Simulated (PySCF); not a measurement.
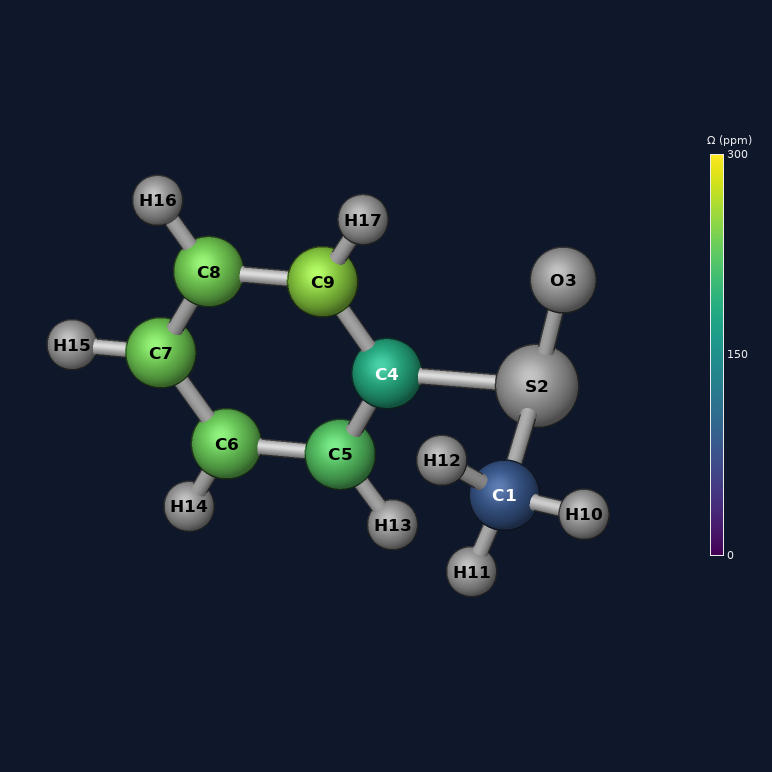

The C atoms are coloured by the span of their shielding tensor. Computed geometry: GFN2-xTB optimisation. No frequency run is at hand to confirm it as a minimum. Method: GIAO PBE0/pcSseg-1 NMR shielding, non-relativistic, gas phase (PySCF 2.14.0). Principal shieldings σ11 ≤ σ22 ≤ σ33, span Ω = σ33 − σ11, skew κ = 3(σiso − σ22)/Ω.

Give the shielding tensors of the C atoms.

| atom | σ11 | σ22 | σ33 | σiso | Ω | κ |
| --- | --- | --- | --- | --- | --- | --- |
| C1 | 98.6 | 122.3 | 180.0 | 133.6 | 81.4 | 0.42 |
| C4 | −49.4 | −5.8 | 135.0 | 26.6 | 184.4 | 0.53 |
| C5 | −44.3 | 42.2 | 177.7 | 58.5 | 222.0 | 0.22 |
| C6 | −54.3 | 37.6 | 178.0 | 53.7 | 232.3 | 0.21 |
| C7 | −58.3 | 34.6 | 177.8 | 51.4 | 236.2 | 0.21 |
| C8 | −58.9 | 34.5 | 178.4 | 51.3 | 237.2 | 0.21 |
| C9 | −50.5 | 28.3 | 199.9 | 59.2 | 250.4 | 0.37 |

Shieldings and span in ppm.
